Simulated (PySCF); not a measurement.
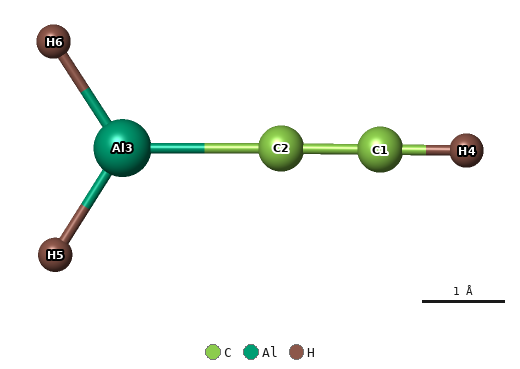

*The input geometry (ball-and-stick view, seen on its broad side; atoms are numbered from 1 in the order of the input). Sticks mark near contacts.*

Bond lengths as drawn: Al–C 1.94 Å, Al–H 1.55 Å, C–C 1.21 Å and C–H 1.06 Å.

NMR shielding calculation of C2H3Al

- system: C2H3Al (ethynylalumane)
- method: GIAO LDA/IGLO-III NMR shielding, non-relativistic, IEF-PCM tetrahydrofuran (PySCF 2.14.0)

The geometry comes from this level: GFN2-xTB. It belongs to a series of runs on one base structure; here: solvent tetrahydrofuran; LDA/IGLO-III. Figures and captions count atoms from 1; the log counts them from 0 in places.

The input
```
{"job": {"kind": "nmr", "xc": "LDA", "basis": "IGLO-III", "solvent": "tetrahydrofuran", "pop": false}, "charge": 0, "multiplicity": 1}
C      1.865912    -0.224605    -0.123712
C      0.664532    -0.071923    -0.042359
Al    -1.261582     0.155430     0.085270
H      2.911390    -0.356820    -0.193979
H     -2.244900    -1.039640     0.001637
H     -1.932229     1.539548     0.277865
```

The first line tells a small driver script what to run in PySCF; the rest is the geometry in Å.

Run on 1 CPU thread, shared host.

Launched with:
```bash
OMP_NUM_THREADS=1 python <driver script> task.json out
```

What the program printed
```
coarse grid: 5656 points
cycle   1  E = -318.5514058919  dE =  3.224e-02  |g| = 5.090e-01  |ddm| = 2.155e+00
cycle   2  E = -318.4559430778  dE =  9.546e-02  |g| = 7.409e-01  |ddm| = 1.005e+00
cycle   3  E = -318.6077474842  dE = -1.518e-01  |g| = 1.426e-01  |ddm| = 6.088e-01
cycle   4  E = -318.6090310214  dE = -1.284e-03  |g| = 1.254e-01  |ddm| = 1.197e-01
cycle   5  E = -318.6130739970  dE = -4.043e-03  |g| = 1.793e-02  |ddm| = 5.613e-02
cycle   6  E = -318.6131584744  dE = -8.448e-05  |g| = 1.547e-03  |ddm| = 1.093e-02
cycle   7  E = -318.6131590067  dE = -5.322e-07  |g| = 3.123e-04  |ddm| = 2.309e-03
final grid: 50424 points
cycle   8  E = -318.6178695338  dE = -2.169e-05  |g| = 2.341e-03  |ddm| = 2.827e-02
cycle   9  E = -318.6178690095  dE =  5.243e-07  |g| = 2.358e-03  |ddm| = 2.448e-03
cycle  10  E = -318.6178693940  dE = -3.845e-07  |g| = 1.784e-03  |ddm| = 1.690e-03
cycle  11  E = -318.6178702064  dE = -8.123e-07  |g| = 3.303e-04  |ddm| = 7.956e-04
cycle  12  E = -318.6178702350  dE = -2.860e-08  |g| = 3.228e-05  |ddm| = 2.466e-04
cycle  13  E = -318.6178702352  dE = -2.257e-10  |g| = 3.251e-06  |ddm| = 2.069e-05
```

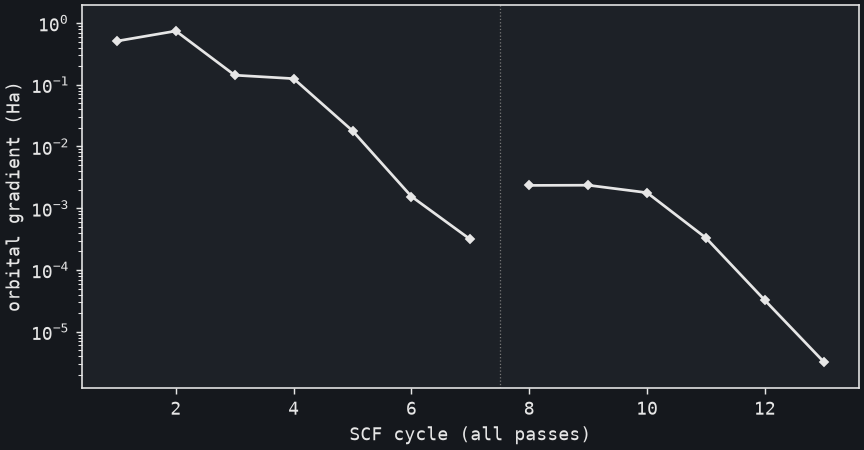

*Convergence of the self-consistent field: orbital gradient against the SCF cycle. The dotted line marks the change from a coarse to the final integration grid.*

The first 7 cycles use a coarse grid, the final grid takes over at cycle 8, and the field converges after 13 cycles in all.

```
converged SCF energy = -318.6178702352

GIAO shielding tensors (ppm)
atom      isotropic    diamagn.    paramagn.     s11        s22        s33       span
  0 C       67.488     271.405    -203.917    -19.854    -17.101    239.418    259.272
  1 C       74.394     247.441    -173.047    -32.522    -22.109    277.811    310.333
  2 Al     284.123     800.840    -516.717    169.023    306.360    376.986    207.963
  3 H       29.032      30.559      -1.527     24.362     24.615     38.118     13.756
  4 H       25.932      28.099      -2.167     23.821     24.235     29.742      5.921
  5 H       25.933      28.087      -2.154     23.825     24.220     29.756      5.931
```

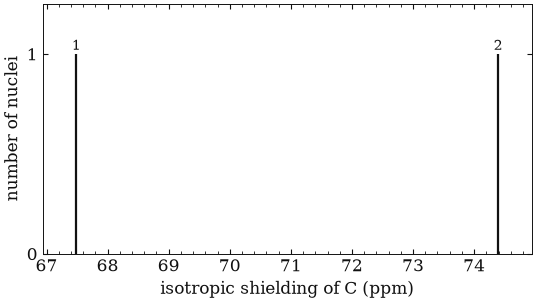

*Isotropic shieldings of the carbon nuclei in this fixed geometry, labelled by atom number; shielding grows to the right, so chemical shift grows to the left.*

The least shielded is C1 (67.5 ppm), the most shielded C2 (74.4 ppm).

Summary

| quantity | value |
| --- | --- |
| outcome | converged |
| total energy | −318.617870 hartree |
| HOMO | −6.93 eV |
| LUMO | −2.59 eV |
| dipole moment | 0.63 D |
| isotropic shielding, C | 67.5 to 74.4 ppm |
| isotropic shielding, Al | 284.1 ppm |
| isotropic shielding, H | 25.9 to 29.0 ppm |
| wall time | 3.6 s |
| peak memory | 0.46 GiB |

Notes

Settings chosen away from the usual ones: solvent tetrahydrofuran; LDA/IGLO-III.
